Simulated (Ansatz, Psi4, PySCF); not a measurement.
C2H4 (SMILES C=C) and H2Se (SMILES [SeH2]) are pulled apart as rigid monomers along the line of their centres of mass, from the B3LYP-D3(BJ)/def2-TZVP minimum. Starting geometry (charge 0, multiplicity 1):
```xyz
9

C     -0.303     0.640    -0.066
C      0.109    -0.615     0.035
H     -1.348     0.887    -0.212
H      0.385     1.473    -0.003
H      1.153    -0.862     0.184
H     -0.580    -1.449    -0.025
Se     0.366     0.449     3.443
H     -1.002    -0.014     3.184
H      0.121     0.492     4.896
```

Interaction energies with rigid monomers; basis-set methods are counterpoise corrected unless marked otherwise.

Frozen-core correlation. Filled d and f shells under p-block atoms count as core. Rows in 6-31G* carry no dispersion term and start afresh at each structure (6-31G* with six Cartesian d functions); the Pople sets are all-electron and without relativity.

Programs: Ansatz (Gaussian basis) for Hartree–Fock, density functionals and correlated methods; Psi4 for SAPT; PySCF for 6-31G* rows, the dispersion terms. Each number belongs to the level named beside it.

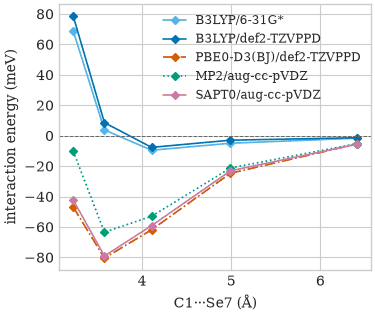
Interaction energy against separation

Problem. Which level binds most strongly at C1···Se7 = 3.58, and by how much?

Solution. PBE0-D3(BJ)/def2-TZVPPD, -80 meV.

Ansatz is a quantum-chemistry and plane-wave program.
